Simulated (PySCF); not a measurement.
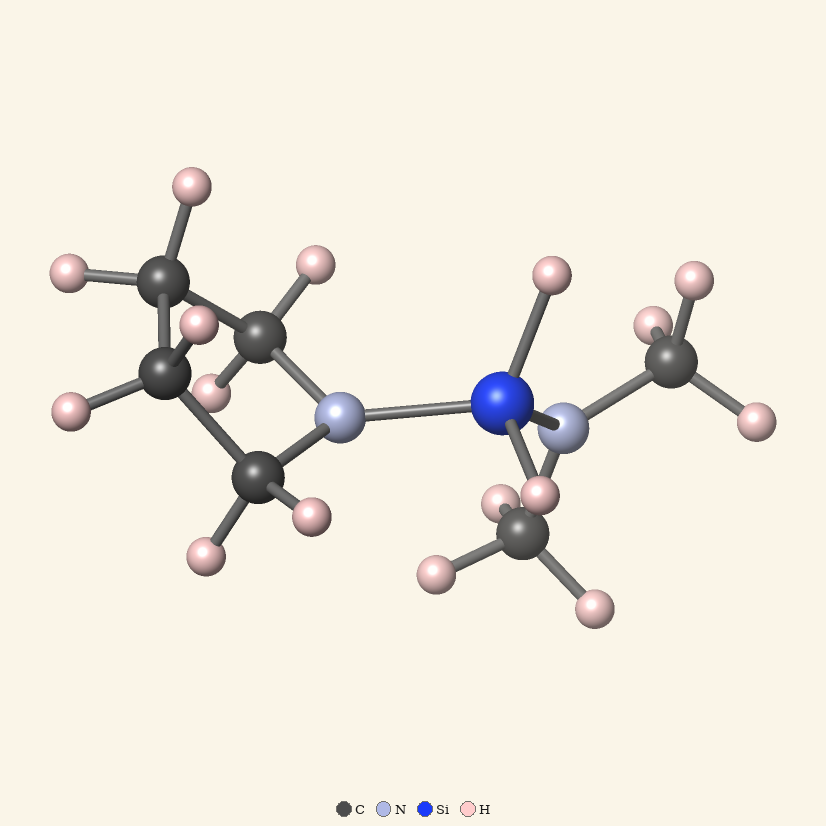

The geometry was computed by an optimisation with PBE0-D3(BJ)/def2-SVP. No frequency run is at hand to confirm it as a minimum.

Give the structural formula.

SMILES: CN(C)[SiH2]N1CCCC1

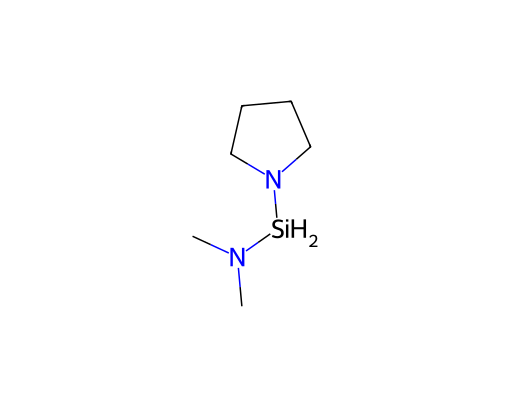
